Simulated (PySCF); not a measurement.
# MoCl5: ligand-field states

What do calculations give for the ligand-field states of MoCl5 (`[Cl][Mo]([Cl])([Cl])([Cl])[Cl]`)?

Programs: PySCF 2.14.0, with routines of our own; each step states its level. All values are computed. Atoms count from 0.

### 1 The system as given

6 atoms, charge 0, states of the metal's open shell are computed; geometry from: GFN2-xTB, shaken.

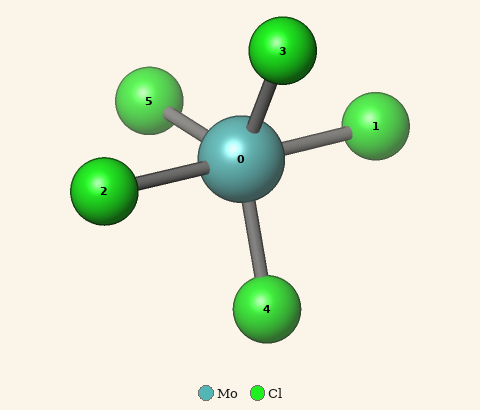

The starting geometry (molybdenum teal, chlorine green); sticks join atoms by distance alone.

### 2 Optimising the geometry at B3LYP-D3(BJ)/def2-SVP

What the job is given:

```
{"job": {"xc": "B3LYP", "basis": "def2-SVP", "d3": "d3bj", "grid": 1, "maxiter": 40, "kind": "geom"}, "charge": 0, "metal": "Mo", "open_shell": "d1"}
Mo     0.054930     0.099200    -0.004790
Cl     0.014360     0.052820     2.341370
Cl     0.065650     0.105810    -2.362610
Cl     2.216090    -0.134190     0.020450
Cl    -1.324790     1.770310     0.002380
Cl    -1.035990    -1.902950    -0.025100
```

The run is started by

```console
> OMP_NUM_THREADS=1 python lf_run.py task.json out
```

This one command runs all jobs of the session in turn.

Standard output:

```text
step   0  E = -2368.77419528  max force = 0.037002
step   1  E = -2368.78060579  max force = 0.003931
step   2  E = -2368.78078564  max force = 0.001570
step   3  E = -2368.78083002  max force = 0.001650
step   4  E = -2368.78086938  max force = 0.001132
step   5  E = -2368.78078044  max force = 0.003435
step   6  E = -2368.78088112  max force = 0.002385
step   7  E = -2368.78095485  max force = 0.001397
step   8  E = -2368.78084201  max force = 0.002462
step   9  E = -2368.78098132  max force = 0.001220
step  10  E = -2368.78100991  max force = 0.000962
step  11  E = -2368.78101933  max force = 0.000874
step  12  E = -2368.78101499  max force = 0.000957
step  13  E = -2368.78101322  max force = 0.000983
step  14  E = -2368.78101158  max force = 0.001013
step  15  E = -2368.78101115  max force = 0.000793
step  16  E = -2368.78101213  max force = 0.001056
step  17  E = -2368.78101282  max force = 0.000908
step  18  E = -2368.78101411  max force = 0.001093
step  19  E = -2368.78101464  max force = 0.000958
step  20  E = -2368.78101598  max force = 0.001099
step  21  E = -2368.78101655  max force = 0.000968
step  22  E = -2368.78101802  max force = 0.001146
step  23  E = -2368.78101872  max force = 0.001018
step  24  E = -2368.78102025  max force = 0.001151
step  25  E = -2368.78102105  max force = 0.001024
step  26  E = -2368.78102272  max force = 0.001186
step  27  E = -2368.78102365  max force = 0.001061
step  28  E = -2368.78102539  max force = 0.001180
step  29  E = -2368.78102639  max force = 0.001057
step  30  E = -2368.78102821  max force = 0.001200
step  31  E = -2368.78102998  max force = 0.001214
step  32  E = -2368.78103229  max force = 0.001215
step  33  E = -2368.78103461  max force = 0.001024
step  34  E = -2368.78103818  max force = 0.001170
step  35  E = -2368.78104215  max force = 0.001158
step  36  E = -2368.78104970  max force = 0.001062
step  37  E = -2368.78105653  max force = 0.000959
step  38  E = -2368.78106263  max force = 0.000824
step  39  E = -2368.78106771  max force = 0.000681
step  40  E = -2368.78107240  max force = 0.000523
optimisation not converged
```

Wall time 17 min (1 thread of Arm Neoverse N1, shared host); peak memory 0.54 GiB.

Along the way: (not every step is listed) (the energy doesn't fall at every step)

```
step  energy from step 0 (eV)  largest force component (eV/Å)
   0                   0.0000                          1.9027
   1                  -0.1744                          0.2021
   2                  -0.1793                          0.0807
   3                  -0.1805                          0.0848
   4                  -0.1816                          0.0582
   5                  -0.1792                          0.1766
   6                  -0.1819                          0.1226
   7                  -0.1839                          0.0718
   8                  -0.1809                          0.1266
  10                  -0.1854                          0.0495
  12                  -0.1856                          0.0492
  14                  -0.1855                          0.0521
  16                  -0.1855                          0.0543
  18                  -0.1855                          0.0562
  20                  -0.1856                          0.0565
  22                  -0.1857                          0.0589
  24                  -0.1857                          0.0592
  26                  -0.1858                          0.0610
  28                  -0.1859                          0.0607
  30                  -0.1859                          0.0617
  32                  -0.1860                          0.0625
  34                  -0.1862                          0.0602
  35                  -0.1863                          0.0595
  36                  -0.1865                          0.0546
  37                  -0.1867                          0.0493
  38                  -0.1869                          0.0424
  39                  -0.1870                          0.0350
  40                  -0.1871                          0.0269
```

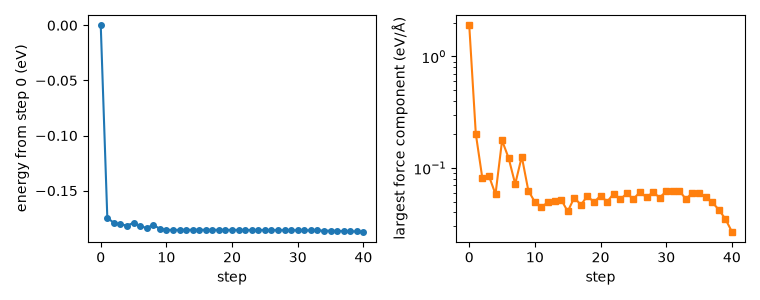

Energy and force, step by step.

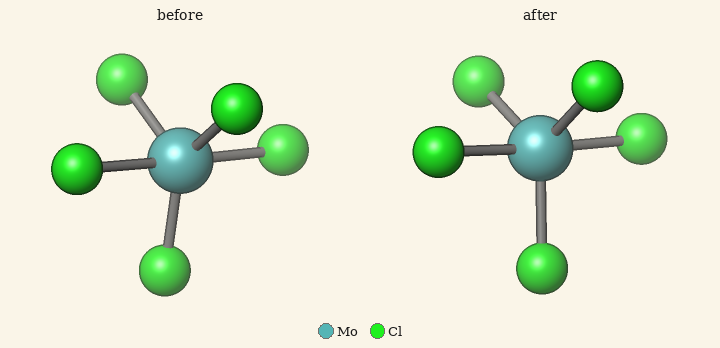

Before and after, at one scale.

Close pairs (by a distance rule), those that changed most:

```
   bond  before (Å)  after (Å)  change (Å)
Mo0–Cl4       2.167      2.252      +0.085
Mo0–Cl3       2.174      2.245      +0.071
Mo0–Cl2       2.358      2.325      -0.033
Mo0–Cl5       2.280      2.254      -0.026
Mo0–Cl1       2.347      2.325      -0.022
```

The end geometry stands in the next job.

The optimisation stopped before it met its thresholds, so this geometry is not quite a stationary point, and what follows inherits that.

```
                         at the end point                value
  point group (found at 0.08 Å tolerance)                  C2v
rotational constants (GHz, main isotopes)  0.952, 0.801, 0.771
                        dipole moment (D)                 0.49
                                     ⟨S²⟩                0.757
```

### 3 Ligand-field states: state-averaged CASSCF

What the job is given:

```
{"job": {"kind": "lf", "basis": {"metal": "x2c-TZVPall", "ligand": "x2c-SVPall"}, "nevpt": true, "tol": 5}, "charge": 0, "metal": "Mo", "open_shell": "d1"}
Mo     0.000000     0.000000     0.000000
Cl     0.029825    -0.044881     2.324090
Cl     0.029825    -0.044881    -2.324090
Cl    -1.093131     1.960675     0.000000
Cl    -1.032856    -2.000810    -0.000000
Cl     2.252629    -0.072200     0.000000
```

Level: state-averaged CASSCF of the metal d shell, SC-NEVPT2 on the averaged canonical orbitals, state-interaction spin-orbit coupling.

Standard output, cut to the lines that bear on the results:

```text
basis functions 153, electrons 127, active (1e, 5o)
stage 1: DIIS on the effective Fock matrix, level shift 0.30
cycle   1  E = -6348.5470149051  dE = -6.349e+03  max|g| = 8.988e-01
cycle   2  E = -6346.9610839115  dE =  1.586e+00  max|g| = 1.265e+00
cycle   3  E = -6348.7279873833  dE = -1.767e+00  max|g| = 9.060e-01
cycle   4  E = -6347.4175581452  dE =  1.310e+00  max|g| = 1.362e+00
cycle   5  E = -6347.0078800782  dE =  4.097e-01  max|g| = 1.955e+00
cycle   6  E = -6347.5766006520  dE = -5.687e-01  max|g| = 1.906e+00
cycle   7  E = -6349.0220842824  dE = -1.445e+00  max|g| = 1.290e+00
cycle   8  E = -6349.8389147055  dE = -8.168e-01  max|g| = 5.166e-01
cycle   9  E = -6350.0180167416  dE = -1.791e-01  max|g| = 1.025e-01
cycle  10  E = -6350.0336193125  dE = -1.560e-02  max|g| = 5.754e-02
[... 11 cycles left out ...]
cycle  22  E = -6350.0381511939  dE = -1.014e-07  max|g| = 4.643e-04
cycle  23  E = -6350.0381512000  dE = -6.023e-09  max|g| = 4.795e-04
cycle  24  E = -6350.0381512044  dE = -4.457e-09  max|g| = 4.862e-04
cycle  25  E = -6350.0381511764  dE =  2.804e-08  max|g| = 5.202e-04
cycle  26  E = -6350.0381511321  dE =  4.423e-08  max|g| = 5.606e-04
cycle  27  E = -6350.0381510572  dE =  7.493e-08  max|g| = 6.214e-04
cycle  28  E = -6350.0381509392  dE =  1.180e-07  max|g| = 7.015e-04
cycle  29  E = -6350.0381507684  dE =  1.708e-07  max|g| = 8.127e-04
cycle  30  E = -6350.0381505357  dE =  2.327e-07  max|g| = 9.434e-04
cycle  31  E = -6350.0381501759  dE =  3.597e-07  max|g| = 1.133e-03
stage 2: quasi-Newton rotations from the point of smallest gradient
cycle  33  E = -6350.0381512487  dE = -5.477e-08  max|g| = 6.859e-04
cycle  34  E = -6350.0381514914  dE = -2.427e-07  max|g| = 7.298e-05
cycle  35  E = -6350.0381515087  dE = -1.736e-08  max|g| = 4.780e-05
cycle  36  E = -6350.0381515134  dE = -4.637e-09  max|g| = 1.192e-05
cycle  37  E = -6350.0381515138  dE = -4.466e-10  max|g| = 2.279e-06
converged average energy = -6350.0381515138

 mult deg   label        CASSCF/cm-1   NEVPT2/cm-1
   2   1   2A''                0.0           0.0
   2   1   2A''              494.4         517.2
   2   1   2A'              9979.7       10324.7
   2   1   2A'             11602.6       11889.2
   2   1   2A'             29583.4       30279.3

spin-orbit levels / cm-1
      0.00  x2  2A'' 0.79 2A'' 0.21
    877.13  x2  2A'' 0.79 2A'' 0.20
  10454.47  x2  2A' 0.94 2A' 0.06
  12216.10  x2  2A' 0.94 2A' 0.06
  30504.70  x2  2A' 1.00
```

It took 30 s on 1 thread of Arm Neoverse N1, shared host; peak memory 0.61 GiB.

Warnings kept with the result: strongly covalent, metal-shell active space is small for this complex.

Key values:

```
             quantity     value
spin-orbit constant ζ  566 cm⁻¹
```

Powder susceptibility:

```
T (K)  χT (cm³ K/mol)  μ(eff)
    2           0.088    0.84
    5           0.088    0.84
   10           0.090    0.85
   20           0.093    0.86
   30           0.096    0.88
   50           0.102    0.90
   75           0.110    0.94
  100           0.117    0.97
  150           0.133    1.03
  200           0.148    1.09
  250           0.165    1.15
  300           0.181    1.20
```

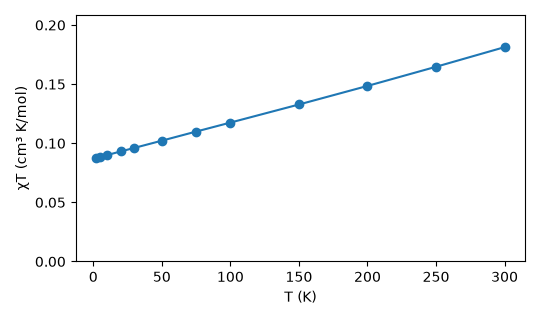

χT against temperature.

### 4 Ligand-field states: state-averaged CASSCF (solvent n-hexane) in n-hexane

What the job is given:

```
{"job": {"kind": "lf", "basis": {"metal": "x2c-TZVPall", "ligand": "x2c-SVPall"}, "nevpt": true, "tol": 5, "solvent": "n-hexane"}, "charge": 0, "metal": "Mo", "open_shell": "d1"}
Mo     0.000000     0.000000     0.000000
Cl     0.029825    -0.044881     2.324090
Cl     0.029825    -0.044881    -2.324090
Cl    -1.093131     1.960675     0.000000
Cl    -1.032856    -2.000810    -0.000000
Cl     2.252629    -0.072200     0.000000
```

Method: state-averaged CASSCF of the metal d shell, SC-NEVPT2 on the averaged canonical orbitals, state-interaction spin-orbit coupling.

Standard output:

```text
basis functions 153, electrons 127, active (1e, 5o)
stage 1: DIIS on the effective Fock matrix, level shift 0.30
cycle   1  E = -6348.5768376401  dE = -6.349e+03  max|g| = 8.861e-01
cycle   2  E = -6346.9654077558  dE =  1.611e+00  max|g| = 1.247e+00
cycle   3  E = -6348.7283398040  dE = -1.763e+00  max|g| = 8.964e-01
cycle   4  E = -6347.4238152323  dE =  1.305e+00  max|g| = 1.345e+00
cycle   5  E = -6347.0138286190  dE =  4.100e-01  max|g| = 1.950e+00
cycle   6  E = -6347.6066968715  dE = -5.929e-01  max|g| = 1.836e+00
cycle   7  E = -6349.0832572607  dE = -1.477e+00  max|g| = 1.250e+00
cycle   8  E = -6349.8647581566  dE = -7.815e-01  max|g| = 4.732e-01
cycle   9  E = -6350.0215290112  dE = -1.568e-01  max|g| = 8.681e-02
cycle  10  E = -6350.0353453683  dE = -1.382e-02  max|g| = 5.469e-02
cycle  11  E = -6350.0384594008  dE = -3.114e-03  max|g| = 2.860e-02
...
cycle  30  E = -6350.0397143275  dE =  1.506e-07  max|g| = 8.653e-04
cycle  31  E = -6350.0397143502  dE = -2.267e-08  max|g| = 8.649e-04
cycle  32  E = -6350.0397142764  dE =  7.383e-08  max|g| = 9.018e-04
cycle  33  E = -6350.0397141611  dE =  1.153e-07  max|g| = 9.584e-04
cycle  34  E = -6350.0397140548  dE =  1.063e-07  max|g| = 1.004e-03
stage 2: quasi-Newton rotations from the point of smallest gradient
cycle  36  E = -6350.0397149047  dE = -1.557e-07  max|g| = 6.622e-04
cycle  37  E = -6350.0397151480  dE = -2.433e-07  max|g| = 9.282e-05
cycle  38  E = -6350.0397151737  dE = -2.564e-08  max|g| = 5.318e-05
cycle  39  E = -6350.0397151801  dE = -6.450e-09  max|g| = 1.597e-05
cycle  40  E = -6350.0397151811  dE = -9.259e-10  max|g| = 4.174e-06
converged average energy = -6350.0397151811

 mult deg   label        CASSCF/cm-1   NEVPT2/cm-1
   2   1   2A''                0.0           0.0
   2   1   2A''              500.1         531.7
   2   1   2A'             10131.1       10528.8
   2   1   2A'             11770.8       12111.8
   2   1   2A'             29559.6       30289.0

spin-orbit levels / cm-1
      0.00  x2  2A'' 0.80 2A'' 0.20
    886.21  x2  2A'' 0.80 2A'' 0.20
  10655.66  x2  2A' 0.94 2A' 0.06
  12434.75  x2  2A' 0.94 2A' 0.06
  30511.43  x2  2A' 1.00
```

It took 31 s on 1 thread of Arm Neoverse N1, shared host; peak memory 0.61 GiB.

Warnings kept with the result: strongly covalent, metal-shell active space is small for this complex.

From this job:

```
             quantity     value
spin-orbit constant ζ  567 cm⁻¹
```

Powder susceptibility:

```
T (K)  χT (cm³ K/mol)  μ(eff)
    2           0.091    0.85
   20           0.096    0.88
  100           0.120    0.98
  300           0.183    1.21
```

### 5 Ligand-field states: state-averaged CASSCF (shift 1.0)

What the job is given:

```
{"job": {"kind": "lf", "basis": {"metal": "x2c-TZVPall", "ligand": "x2c-SVPall"}, "nevpt": true, "tol": 5, "shift": 1.0}, "charge": 0, "metal": "Mo", "open_shell": "d1"}
Mo     0.000000     0.000000     0.000000
Cl     0.029825    -0.044881     2.324090
Cl     0.029825    -0.044881    -2.324090
Cl    -1.093131     1.960675     0.000000
Cl    -1.032856    -2.000810    -0.000000
Cl     2.252629    -0.072200     0.000000
```

Level: state-averaged CASSCF of the metal d shell, SC-NEVPT2 on the averaged canonical orbitals, state-interaction spin-orbit coupling.

Standard output, cut to the lines that bear on the results:

```text
basis functions 153, electrons 127, active (1e, 5o)
stage 1: DIIS on the effective Fock matrix, level shift 1.00
cycle   1  E = -6348.5470149051  dE = -6.349e+03  max|g| = 8.988e-01
cycle   2  E = -6349.9404290714  dE = -1.393e+00  max|g| = 2.565e-01
cycle   3  E = -6349.9898098551  dE = -4.938e-02  max|g| = 9.544e-02
cycle   4  E = -6350.0101235347  dE = -2.031e-02  max|g| = 7.014e-02
cycle   5  E = -6350.0228039226  dE = -1.268e-02  max|g| = 5.520e-02
cycle   6  E = -6350.0304203841  dE = -7.616e-03  max|g| = 3.779e-02
cycle   7  E = -6350.0339414678  dE = -3.521e-03  max|g| = 2.893e-02
cycle   8  E = -6350.0356829078  dE = -1.741e-03  max|g| = 2.545e-02
cycle   9  E = -6350.0366061183  dE = -9.232e-04  max|g| = 2.433e-02
cycle  10  E = -6350.0371441607  dE = -5.380e-04  max|g| = 2.202e-02
[... 6 cycles left out ...]
cycle  17  E = -6350.0380165369  dE = -3.613e-05  max|g| = 1.096e-02
cycle  18  E = -6350.0380438870  dE = -2.735e-05  max|g| = 9.696e-03
cycle  19  E = -6350.0380644850  dE = -2.060e-05  max|g| = 8.652e-03
cycle  20  E = -6350.0380804412  dE = -1.596e-05  max|g| = 7.768e-03
cycle  21  E = -6350.0380919799  dE = -1.154e-05  max|g| = 7.302e-03
cycle  22  E = -6350.0381011101  dE = -9.130e-06  max|g| = 6.823e-03
cycle  23  E = -6350.0381093643  dE = -8.254e-06  max|g| = 6.209e-03
cycle  24  E = -6350.0381158621  dE = -6.498e-06  max|g| = 5.723e-03
cycle  25  E = -6350.0381212636  dE = -5.401e-06  max|g| = 5.282e-03
cycle  26  E = -6350.0381252453  dE = -3.982e-06  max|g| = 5.032e-03
stage 2: quasi-Newton rotations from the point of smallest gradient
cycle  28  E = -6350.0381369472  dE = -1.170e-05  max|g| = 4.197e-03
cycle  29  E = -6350.0381501122  dE = -1.317e-05  max|g| = 8.835e-04
cycle  30  E = -6350.0381512808  dE = -1.169e-06  max|g| = 2.220e-04
cycle  31  E = -6350.0381515002  dE = -2.194e-07  max|g| = 8.807e-05
cycle  32  E = -6350.0381515115  dE = -1.131e-08  max|g| = 2.768e-05
cycle  33  E = -6350.0381515136  dE = -2.130e-09  max|g| = 1.798e-05
cycle  34  E = -6350.0381515138  dE = -2.074e-10  max|g| = 3.969e-06
converged average energy = -6350.0381515138

 mult deg   label        CASSCF/cm-1   NEVPT2/cm-1
   2   1   2A''                0.0           0.0
   2   1   2A''              494.4         517.2
   2   1   2A'              9979.7       10324.7
   2   1   2A'             11602.6       11889.2
   2   1   2A'             29583.4       30279.2

spin-orbit levels / cm-1
      0.00  x2  2A'' 0.79 2A'' 0.21
    877.13  x2  2A'' 0.79 2A'' 0.20
  10454.41  x2  2A' 0.94 2A' 0.06
  12216.06  x2  2A' 0.94 2A' 0.06
  30504.65  x2  2A' 1.00
```

It took 27 s on 1 thread of Arm Neoverse N1, shared host; peak memory 0.61 GiB.

Warnings kept with the result: strongly covalent, metal-shell active space is small for this complex.

Key values:

```
             quantity     value
spin-orbit constant ζ  566 cm⁻¹
```

Powder susceptibility:

```
T (K)  χT (cm³ K/mol)  μ(eff)
    2           0.088    0.84
   20           0.093    0.86
  100           0.117    0.97
  300           0.181    1.20
```

### 6 Ligand field across the series

From the NEVPT2 states (cm⁻¹; the spread is that of the fitted one-electron ligand-field levels):

```
step           setting  ground state   next state  orbital spread    ζ  μ(eff), 300 K
   3          as given          2A''  2A'' at 517           30279  566           1.20
   4  solvent n-hexane          2A''  2A'' at 532           30289  567           1.21
   5         shift 1.0          2A''  2A'' at 517           30279  566           1.20
```

### 7 Summary of results

```
                                                                 quantity                 value
                                                              point group                   C2v
                                     rotational constants (main isotopes)  0.95, 0.80, 0.77 GHz
                    spin-orbit constant ζ (step 3, state-averaged CASSCF)              566 cm⁻¹
ground multiplicity, μ(eff) at 300 K (step 3, 5 donors at 2.24 to 2.32 Å)            2, 1.20 μB
ground multiplicity, μ(eff) at 300 K (step 4, 5 donors at 2.24 to 2.32 Å)            2, 1.21 μB
ground multiplicity, μ(eff) at 300 K (step 5, 5 donors at 2.24 to 2.32 Å)            2, 1.20 μB
```

Over 40 steps the energy fell by 0.187 eV; of the close pairs, Mo0–Cl4 changed most, 2.167 to 2.252 Å. No frequency check was run at this level, so the end point may be a saddle. In step 3 ζ is 57 % of the free ion's 986 cm⁻¹: an effective value, diluted by mixing with the ligands. In step 3, χT goes from 0.09 at 2 K to 0.18 cm³ K/mol at 300 K, as higher levels fill or mix in. The bonding is strongly covalent, and an active space of the metal's shell alone is small for it, so these values are rough.
